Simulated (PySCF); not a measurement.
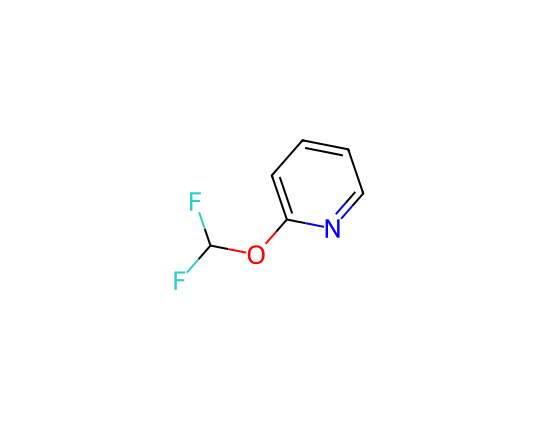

(Drawn from a calculation with PySCF.)

Skeletal drawing of a molecule.

### Give its SMILES.

FC(F)Oc1ccccn1

### What is the molecular formula?

C6H5F2NO.

### An optimisation with PBE0-D3(BJ)/def2-SVP gave a structure of which point group?

C1. Other conformers may differ.
